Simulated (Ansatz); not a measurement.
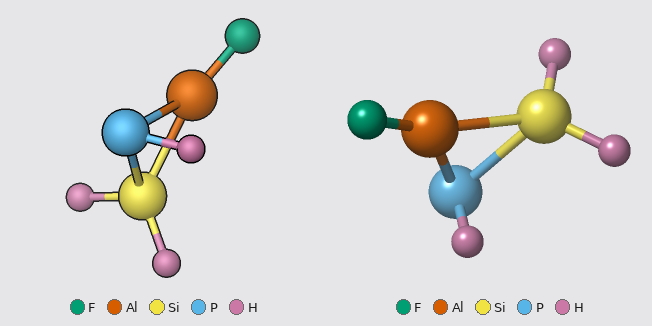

The same structure drawn twice, from different directions.

> Give the formula.

AlFH3PSi, 7 atoms: 1 aluminium, 1 fluorine, 3 hydrogen, 1 phosphorus and 1 silicon.

> Count the bonded pairs by element.

2 Si–H, 1 Al–F, 1 Al–Si, 1 P–Si, 1 Al–P, 1 P–H.

> How many atoms are distinct by symmetry?

7: 1 F, 1 Al, 1 Si, 1 P, 1 H, 1 H, 1 H.

> Which point group does it belong to?

C1.

The parts below concern this one geometry. Atoms keep their numbers from picture to picture. Computed geometry: PBE0-D4/def2-TZVP optimisation.

Geometry

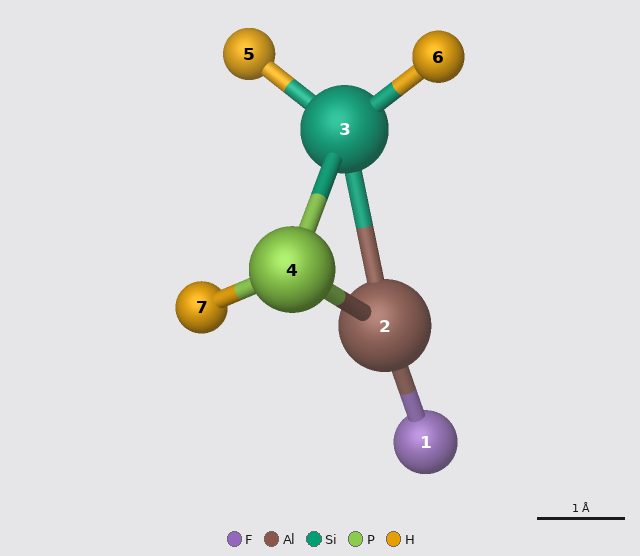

The atoms are numbered.

What are the angles F1–Al2–Si3, F1–Al2–P4, Si3–Al2–P4, Al2–Si3–P4, Al2–Si3–H5, Al2–Si3–H6, P4–Si3–H5, P4–Si3–H6, H5–Si3–H6, Al2–P4–Si3, Al2–P4–H7, Si3–P4–H7?

```tsv
angle	degrees
F1–Al2–Si3	156.3
F1–Al2–P4	141.5
Si3–Al2–P4	61.6
Al2–Si3–P4	58.5
Al2–Si3–H5	132.0
Al2–Si3–H6	116.9
P4–Si3–H5	116.3
P4–Si3–H6	107.2
H5–Si3–H6	110.1
Al2–P4–Si3	59.9
Al2–P4–H7	74.1
Si3–P4–H7	87.8
```

Electronic properties

Method: RKS r2SCAN-D4/def2-TZVPP (Ansatz 0.2.0).

> What is the dispersion correction?

−3.8 kJ/mol.

> Estimate the dipole moment.

0.77 D.

> What is the HOMO energy (Kohn–Sham orbital)?

−5.53 eV.

> What is the LUMO energy (Kohn–Sham orbital)?

−2.30 eV.

Thermal motion

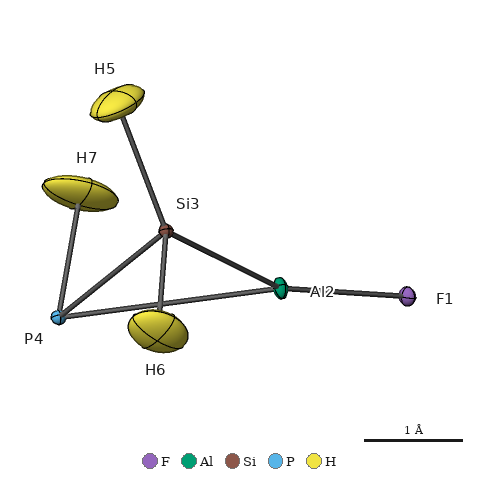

Displacement ellipsoids at the 50 % level, from the internal vibrations of the free molecule (harmonic, no overall translation or rotation; no half-axis is drawn under 0.075 Å). Vibrations computed with RKS PBE0-D4/def2-TZVP (Ansatz 0.2.0). Temperature: 200 K.

> Which atom moves most?

H7, with U_eq = 0.0364 Å².

> Does H7 move more along its bond or across it?

Across it: the root-mean-square amplitude is 0.087 Å along the bond and up to 0.265 Å across, since bending and torsion are softer than stretching.

List U_eq and the three principal root-mean-square amplitudes for each kind of atom.

```csv
atom,U_eq (Å²),rms amplitudes (Å)
F1,0.0035,"0.038, 0.063, 0.071"
Al2,0.0032,"0.029, 0.053, 0.076"
Si3,0.0011,"0.019, 0.035, 0.040"
P4,0.00093,"0.013, 0.030, 0.041"
H5,0.0272,"0.090, 0.173, 0.209"
H6,0.0275,"0.088, 0.177, 0.209"
H7,0.0364,"0.086, 0.178, 0.265"
```

Charges

The questions are on Mulliken charges. Properties computed with RKS ωB97M-V/def2-TZVPP (Ansatz 0.2.0).

List the Mulliken charges.

```json
{"atom": "F1", "value (e)": "−0.31"}
{"atom": "Al2", "value (e)": "0.49"}
{"atom": "Si3", "value (e)": "0.00"}
{"atom": "P4", "value (e)": "−0.23"}
{"atom": "H5", "value (e)": "−0.01"}
{"atom": "H6", "value (e)": "−0.01"}
{"atom": "H7", "value (e)": "0.06"}
```

Mulliken values depend strongly on the basis set and can even reverse the polarity of a bond.
